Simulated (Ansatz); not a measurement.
Ga2O3 (corundum)

```xyz
10
Lattice="2.5290 1.4601 4.5414 -2.5290 1.4601 4.5414 0.0000 -2.9202 4.5414" Properties=species:S:1:pos:R:3 pbc="T T T"
Ga     0.0000     0.0000     4.8480
Ga     0.0000     0.0000     1.9641
Ga     0.0000     0.0000     8.7762
Ga     0.0000     0.0000    11.6601
O     -0.9959     1.4601     7.9474
O     -0.7665    -1.5925     7.9474
O      1.7624     0.1324     7.9474
O      0.9959    -1.4601     5.6767
O      0.7665     1.5925     5.6767
O     -1.7624    -0.1324     5.6767
```

Equation-of-state scan: isotropic scaling of the cell above, V₀ being its volume. The atoms relax within the cell's symmetry.

All values below come from PBE (plane waves to 420 eV, PAW, scalar-relativistic; Ansatz, an electronic-structure program). k mesh 8×8×8 (Γ-centred), Fermi-Dirac smearing 0.05 eV. The energy includes the smearing's −TS. With the shape held, the modulus is that of even scaling; a crystal free to change shape is softer. Ga2O3 was relaxed with its symmetry unable to fall. The PAW data are Ansatz's earlier set. The zero of ΔE is the relaxed starting cell.

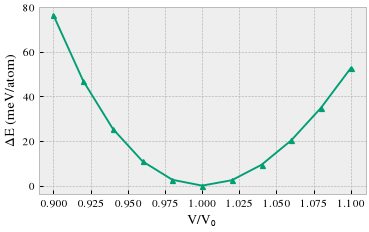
ΔE (meV/atom) against V/V₀; one marker a computed point.

The pressure derivative B₀′ (fit) is 4.5 and the equilibrium volume of the fit is 10.06 Å³/atom. The pressure at the smallest volume is 26.8 GPa. The pressure for 5 % compression (fit) is 11.5 GPa and the bulk modulus at fixed cell shape B₀ (third-order Birch-Murnaghan fit) is 200 GPa.

P = (3B₀/2)(x⁷ − x⁵)[1 + ¾(B₀′ − 4)(x² − 1)] with x = (1/0.95)^(1/3), B₀ = 200 GPa and B₀′ = 4.53.

(A scan under strain: stresses follow from slopes of the energy per volume, elastic moduli from its curvatures.)
